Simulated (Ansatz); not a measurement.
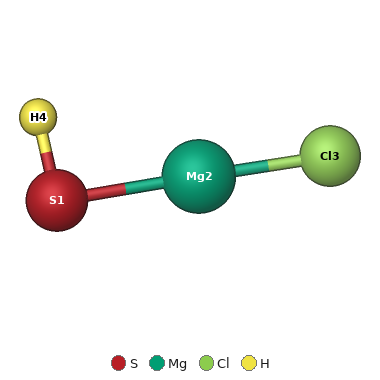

The system is ClHMgS, SMILES [SH][Mg][Cl]; the picture shows the grid point nearest to the relaxed geometry. 
- Two internal coordinates are moved rigidly from the geometry relaxed at PBE0-D4/def2-TZVP, all others fixed.
- Coordinates scanned: (1) bond Mg2–Cl3; (2) angle H4–S1–Mg2.
- Grid: 7 × 7 points.
- Energies: eV, counted from the lowest grid point.
- The calculation used RHF-CCSD(T), frozen core/def2-TZVPP in Ansatz 0.2.0.

Its coordinates:

```yaml
atoms:
  - { symbol: S, position_ang: [-0.3198, 1.5723, -0.5143] }
  - { symbol: Mg, position_ang: [-0.2414, -0.6562, -0.0554] }
  - { symbol: Cl, position_ang: [-0.1912, -2.7173, 0.3539] }
  - { symbol: H, position_ang: [0.8063, 1.8150, 0.1807] }
```

Range: bond Mg2–Cl3 from 1.873 to 2.831 Å; angle H4–S1–Mg2 from 74.5 to 110.5°.

Predict the map.

The lowest grid point is at bond Mg2–Cl3 = 2.262 Å, angle H4–S1–Mg2 = 92.5°. The bottom of the well lies between grid points, at about bond Mg2–Cl3 = 2.184 Å, angle H4–S1–Mg2 = 92°, about 0.039 eV lower on the interpolated surface. No other kind of well shows on this grid. The highest grid point, bond Mg2–Cl3 = 2.831 Å, angle H4–S1–Mg2 = 110.5°, lies 1.32 eV above the lowest.

```csv
"angle H4–S1–Mg2 ↓, bond Mg2–Cl3 →",1.873,1.966,2.102,2.262,2.438,2.628,2.831
110.5,1.01,0.46,0.10,0.09,0.35,0.79,1.32
104.5,0.97,0.41,0.05,0.04,0.31,0.74,1.27
98.5,0.94,0.39,0.02,0.01,0.28,0.71,1.24
92.5,0.93,0.38,0.01,0.00,0.26,0.70,1.23
86.5,0.94,0.39,0.02,0.01,0.27,0.71,1.23
80.5,0.97,0.41,0.05,0.03,0.30,0.74,1.26
74.5,1.01,0.46,0.09,0.08,0.35,0.78,1.31
```

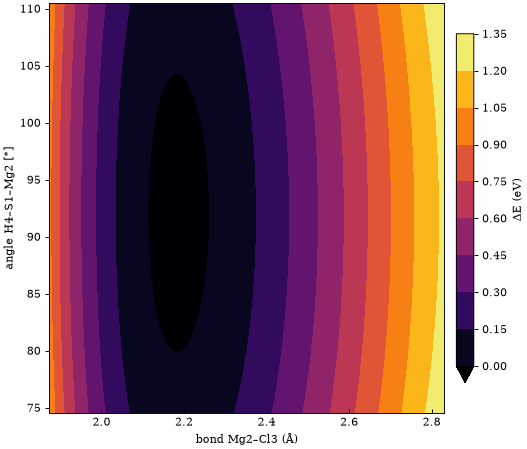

Drawn: filled contours. Between grid points the surface is interpolated.
